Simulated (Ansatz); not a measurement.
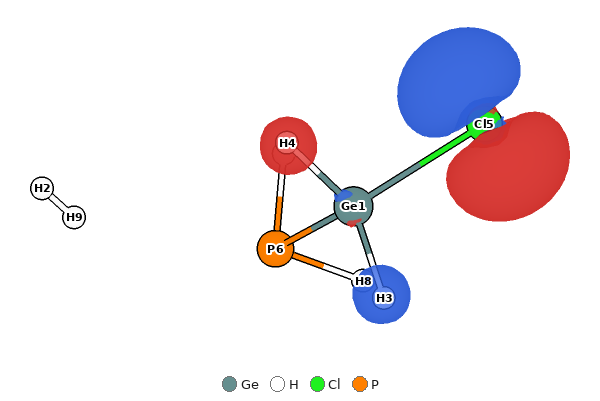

The picture shows: ClGeH4P···H2. The HOMO−1 at ±0.2 Å⁻³ᐟ² (red and blue are the two phases), seen from one side.

All numbers below come from RKS PBE/def2-SVP in Ansatz 0.2.0.

Input

```
crystal:
  periodic: [false, false, false]
  atoms:
    - { symbol: Ge, position_ang: [0.217743, -0.58137, -0.363993] }
    - { symbol: H, position_ang: [-0.041234, 0.208112, 2.26999] }
    - { symbol: H, position_ang: [1.327898, 0.100682, -1.215804] }
    - { symbol: H, position_ang: [-0.633639, 0.501973, 0.347536] }
    - { symbol: Cl, position_ang: [-1.165397, -1.501799, -1.799861] }
    - { symbol: P, position_ang: [1.084849, -2.177183, 1.033119] }
    - { symbol: H, position_ang: [0.154177, -3.171916, 0.564124] }
    - { symbol: H, position_ang: [2.068515, -2.542148, 0.041004] }
    - { symbol: H, position_ang: [0.290888, -0.28725, 2.678585] }
basis:
  gaussian: { orbitals: def2-SVP }
hamiltonian:
  xc: pbe
relax:
  f_tol: 0.03
  max_steps: 50
output:
  orbitals: {}
```

Run with:

```sh
ansatz run input.yaml --threads 2 --pin off --max-ram 3072MiB --backend cpu --events-out ev --progress --plain --runs-dir out
```

The fields are those of the run's last geometry, not of the input's.

Question: Where does this orbital lie, and at what energy?

Answer: It lies mainly on Cl5 (about 80 %) and Ge1 (about 10 %); largely a lone pair of Cl5. Its energy is −7.16 eV.
